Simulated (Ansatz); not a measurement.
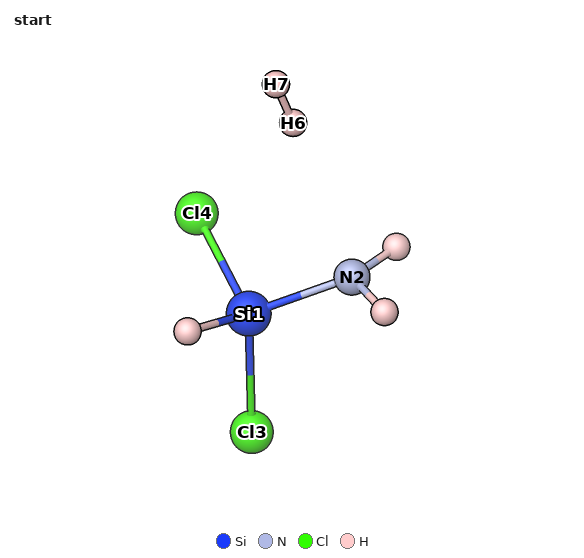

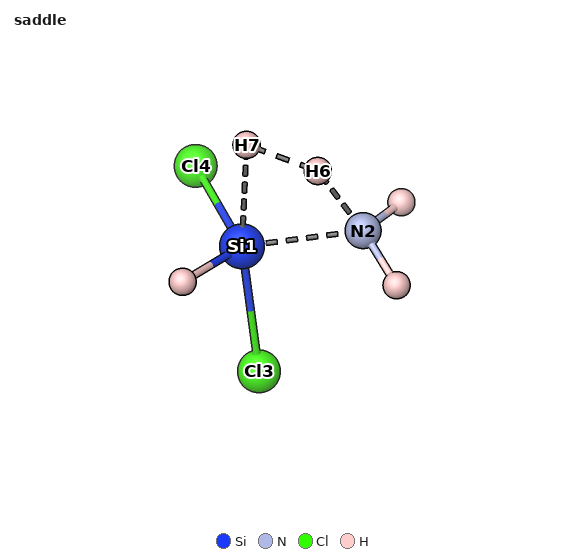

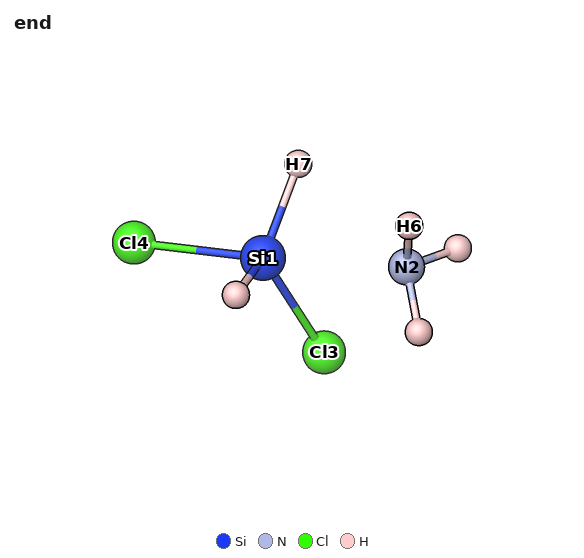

A saddle point and the two end points reached downhill from it. Broken sticks mark bonds that form or break. The species is neutral and a spin singlet. Geometries: PBE0-D4/def2-TZVP; all other levels are single points on them, and energies count from the start as drawn. Program: Ansatz 0.2.0. In CBS estimates cores are frozen, and CCSD(T) − MP2 is taken in the smaller basis.

Which bonds form and which break from start to end?

Formed: Si1–H7, N2–H6; broken: Si1–N2, H6–H7. At the saddle point Si1···H7 is 1.78 Å, N2···H6 is 1.24 Å, Si1···N2 is 1.84 Å, H6···H7 is 1.11 Å.

Give the electronic barrier and the reaction energy from start to end in kcal/mol (no zero-point energy) with CCSD(T)/CBS (MP2 limit from def2-TZVPP and def2-QZVPP plus CCSD(T) − MP2); BHLYP-D4/def2-TZVPP; B3LYP-D4/def2-TZVPP; r2SCAN-D4/def2-TZVPP; ωB97M-V/def2-SVP; RHF-CCSD(T) (frozen core)/def2-TZVPP; PBE-D4/STO-3G; ωB97M-V/def2-TZVPP.

```json
{"level": "CCSD(T)/CBS (MP2 limit from def2-TZVPP and def2-QZVPP plus CCSD(T) − MP2)", "barrier": "50.3", "reaction energy": "+7.1"}
{"level": "BHLYP-D4/def2-TZVPP", "barrier": "52.8", "reaction energy": "+7.1"}
{"level": "B3LYP-D4/def2-TZVPP", "barrier": "49.0", "reaction energy": "+7.3"}
{"level": "r2SCAN-D4/def2-TZVPP", "barrier": "44.8", "reaction energy": "+6.7"}
{"level": "ωB97M-V/def2-SVP", "barrier": "44.9", "reaction energy": "+1.9"}
{"level": "RHF-CCSD(T) (frozen core)/def2-TZVPP", "barrier": "50.5", "reaction energy": "+6.6"}
{"level": "PBE-D4/STO-3G", "barrier": "43.2", "reaction energy": "−2.7"}
{"level": "ωB97M-V/def2-TZVPP", "barrier": "48.4", "reaction energy": "+6.1"}
```
